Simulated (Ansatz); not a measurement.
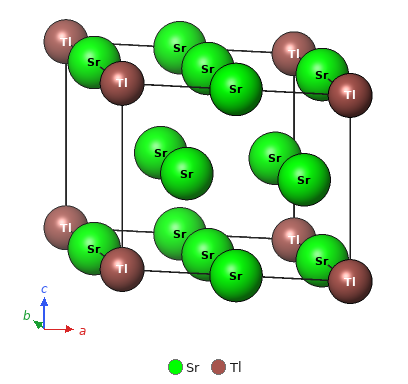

Crystal structure, spheres-only style, seen slightly off an axis. Atoms at the boundary of the conventional unit cell (the box) are drawn once for each face, edge or corner they touch.

Sr7Tl, space group P-6m2 (No. 187), a = 8.310 Å, b = 8.310 Å, c = 6.618 Å, α = 90.00°, β = 90.00°, γ = 120.00°. Origin of the cell: a structure type filled with these elements by a generator (whether the compound takes this form wasn't checked). Earlier steps of the study, as a rule a relaxation of our own, may have changed the cell and positions, so they can lie some per cent off the listed ones. It was run through Ansatz as a DFT input.

This one geometry was computed with Ansatz (DFT, plane waves, PAW) at three levels of theory: LDA, PBE with spin-orbit coupling and PBE.

Which level gives the highest pressure at this volume, and what does that say about its equilibrium volume?

Highest: PBE with spin-orbit coupling (-0.1 GPa) and PBE (0.0 GPa), which points to the largest equilibrium volume. Lowest, with the smallest volume: LDA (-1.6 GPa). Levels within 0.5 GPa of each other can't be told apart.

How does the band gap change with the level of theory?

All levels give a metal.

Collect the results in a table.

| level | cutoff (eV) | k-mesh of the run's cell | gap (eV) | pressure (GPa) |
| --- | --- | --- | --- | --- |
| LDA | 420 | 6×6×6 | metal | -1.6 |
| PBE with spin-orbit coupling | 420 | 6×6×6 | metal | -0.1 |
| PBE | 420 | 6×6×6 | metal | 0.0 |

Gaps are taken on the k-mesh or band path of each run.
